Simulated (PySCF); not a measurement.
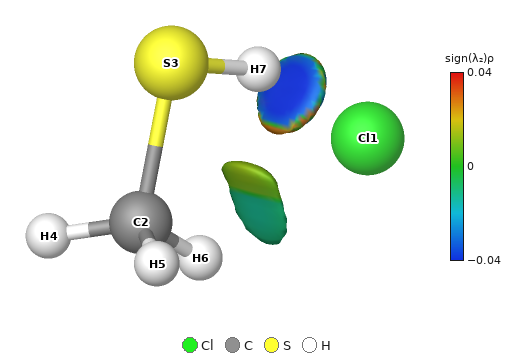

*CH4ClS, charge −1, SMILES `[Cl-].CS`. Non-covalent interaction surfaces between the fragments (reduced density gradient s = 0.5, coloured by sign(λ₂)ρ in a.u.; trimmed to the region between the fragments where ρ is under 0.06 a.u.). Fragment A: Cl(−1) (atom 1); fragment B: H4CS.*

Level of theory: BP86/def2-SVPD (PySCF), at a geometry from GFN2-xTB. GFN2-xTB bond lengths at metals and heavier atoms can be off by up to 0.1 Å and shapes distorted, which carries into these values.

Which interactions hold the two fragments together?

Bond critical points between the fragments: Cl1···H7, hydrogen bond, 2.00 Å, ρ = 0.044 a.u.; Cl1···H6, weak C–H hydrogen bond, 2.72 Å, ρ = 0.012 a.u. The strongest appears blue (attractive, sign(λ₂)ρ well below zero). Several contacts close a ring, whose ring point adds a part with positive λ₂ between them. The pose is a local one from a semi-empirical search, not shown to be the most stable. With a charged fragment, long-range electrostatics, which these surfaces don't show, weighs heavily in the interaction energy.

How strongly are they bound?

The counterpoise-corrected interaction energy of the frozen fragments is −13.2 kcal/mol without dispersion correction and −15.3 kcal/mol with D3(BJ). The pair geometry is semi-empirical, not a minimum at this level.
